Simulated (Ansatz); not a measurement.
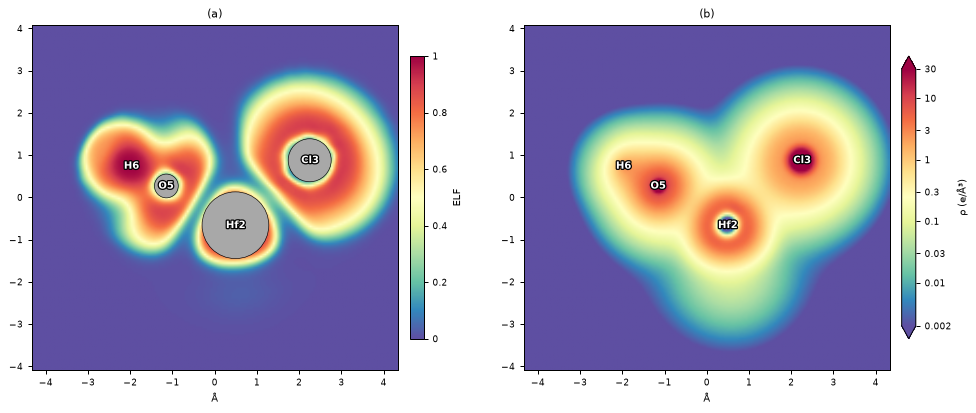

*Cl₃HHfO. (a) electron localisation function; (b) electron density on the plane of atoms Cl3, Hf2 and O5. Grey discs cover the atomic cores in the ELF map.*

Geometry: PBE0-D4/def2-TZVP; core potentials replace the inner electrons of Hf.

All numbers below come from Ansatz 0.2.0, isolated molecule in a Gaussian basis; Hartree-Fock.

```yaml
atoms:
  - { symbol: Cl, position_ang: [0.8768, -0.1011, -2.3366] }
  - { symbol: Hf, position_ang: [-0.0229, -0.3505, -0.1943] }
  - { symbol: Cl, position_ang: [-2.2624, -0.9994, -0.3497] }
  - { symbol: Cl, position_ang: [1.1860, -1.9651, 0.9857] }
  - { symbol: O, position_ang: [0.0841, 1.2920, 0.7171] }
  - { symbol: H, position_ang: [0.1384, 2.1240, 1.1777] }
```

Q: Read the bonding off the picture.

A: Atoms in the plane: Hf, Cl, O and H. Hf–O (1.88 Å): ρ at the midpoint is about 0.9 e/Å³; the ELF peaks at about 0.80 in the valence shell of O, 0.5 Å from its nucleus, and drops to about 0.15 between the two atoms. Hf–Cl (2.34 Å): ρ is about 0.58 e/Å³ halfway; the ELF peaks at about 0.85 in the valence shell of Cl, 0.8 Å from its nucleus, and is about 0.35 at the midpoint. O–H (0.95 Å): the density is about 3.8 e/Å³ at the midpoint; the ELF climbs to about 1 towards the hydrogen, as it does in any bond to H; a covalent bond by its length.
